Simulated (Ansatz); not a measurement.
**Pressure series in SrO**

Take SrO in the rock salt structure (space group Fm-3m, No. 225; a = 5.195 Å) as the base.

Cell and atoms are relaxed at each pressure.

Levels (all Ansatz, a first-principles code, PAW): PBE (420 eV, no spin-orbit coupling); r2SCAN (500 eV, spin-orbit coupling left out).

The base cell above is that of PBE; each level relaxes its own structures.

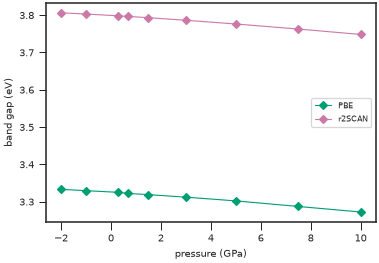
Figure. Band gap under two levels

How do the two levels compare along the series?

PBE lies below r2SCAN in every row, by 0.47 eV to 0.48 eV. Near ties aside, they put the cases in the same order.

For one case the stability test of the SCF state gave doubtful readings. Load acts through the strain it causes; cell and atoms are relaxed under it. Stability against distortions was not tested. Competing high-pressure phases were not computed.
